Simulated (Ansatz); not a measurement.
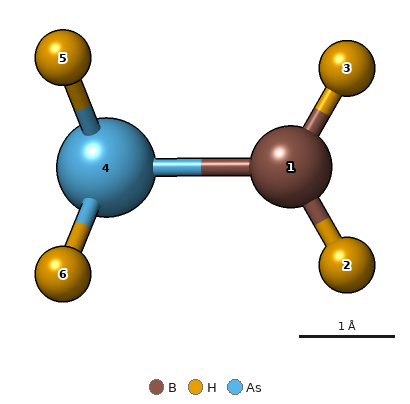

The structure as given in the input (ball-and-stick view, seen on its broad side; atoms are numbered from 1 in the order of the input). Bond lengths as drawn: As–B 1.98 Å, As–H 1.51 Å and B–H 1.19 Å.

**Single-point calculation, with input and output: BAsH4**

BAsH4, computed with RHF-CCSD(T), frozen core/def2-TZVPP (Ansatz 0.2.0).

The geometry comes from this level: PBE0-D4/def2-TZVP.

Output:
```
Functional definition: HF
  name "HF"
  cite "Fock, Z. Phys. 61, 126 (1930) doi:10.1007/BF01340294"
  parent pbe
  exchange = exact_x
  correlation = 0
808 factors; integrals over basis functions are off by at most 8.5e-4 eV
mean field evaluation 1: about -61529.0363 eV, gradient 1.3e1 eV
mean field evaluation 2: about -61529.1211 eV, gradient 1.3e1 eV
mean field evaluation 4: about -61530.1287 eV, gradient 1.8e0 eV
mean field evaluation 8: about -61530.1440 eV, gradient 2.2e-1 eV
mean field evaluation 16: about -61529.0358 eV, gradient 1.3e1 eV
mean field -61530.14453531 eV, -2261.1911050428 hartree, gradient 2.0e-6 eV, S^2 0.000000; 0 other end points of the search recorded, 0 dependent functions left out
10 core orbitals not correlated: weight in the atoms' cores, before any rotation towards them, 1.000 or more for the frozen orbitals, at most 0.000 for the correlated occupied ones
reference -61530.14453531 eV, -2261.1911050428 hartree; 11, 11 occupied and 114, 114 virtual orbitals, 808 factors
second order -10.37944332 eV of doubles, -0.00000000 eV of singles
cycle   1  -10.73208779 eV  change   -3.5e-1 eV  update   8.1e-2
cycle   2  -11.10629285 eV  change   -3.7e-1 eV  update   2.5e-2
cycle   3  -11.14623655 eV  change   -4.0e-2 eV  update   1.4e-2
cycle   4  -11.13688943 eV  change    9.3e-3 eV  update   5.3e-3
cycle   5  -11.13735209 eV  change   -4.6e-4 eV  update   2.8e-3
cycle   6  -11.13644549 eV  change    9.1e-4 eV  update   9.9e-4
cycle   7  -11.13665091 eV  change   -2.1e-4 eV  update   3.4e-4
cycle   8  -11.13679797 eV  change   -1.5e-4 eV  update   1.3e-4
cycle   9  -11.13677713 eV  change    2.1e-5 eV  update   4.5e-5
cycle  10  -11.13677453 eV  change    2.6e-6 eV  update   1.6e-5
```

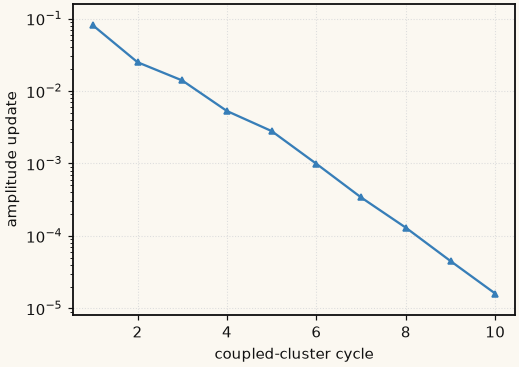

Convergence of the coupled-cluster equations: amplitude update against the coupled-cluster cycle. The residual falls at every step.

```
perturbative correction -0.39029378 eV, -0.0143430319 hartree
Total energy: -61541.67160362 eV, -2261.6147169900 hartree
```

This output came from the following input.

The input:
```yaml
crystal:
  periodic: [false, false, false]
  atoms:
    - {symbol: B, position_ang: [-0.848412, -0.519578, -0.583454]}
    - {symbol: H, position_ang: [-0.365973, -0.984651, -1.570459]}
    - {symbol: H, position_ang: [-1.752533, 0.255046, -0.659228]}
    - {symbol: As, position_ang: [-0.330436, -1.240340, 1.185287]}
    - {symbol: H, position_ang: [-0.357573, 0.021276, 2.017811]}
    - {symbol: H, position_ang: [1.168234, -1.342920, 1.015068]}
basis:
  gaussian: {orbitals: def2-TZVPP}
correlation: {method: ccsd_t}
```

Launch command:
```bash
ansatz run in.yaml --threads 4 --pin off --events-out ev --progress --plain --max-ram 9574MiB
```

Key numbers:

```csv
quantity,value
outcome,converged
total energy,−61541.6716 eV
mean-field energy,−61530.1445 eV
CCSD correlation,−11.1368 eV
(T) correction,−0.3903 eV
T1 diagnostic,0.014
SCF solution under orbital rotations,stable
hardware,"4 threads of Arm Neoverse V2, 23 GiB of memory available, shared host"
wall time,2.8 s (CPU time 10 s)
peak memory,0.55 GiB
```
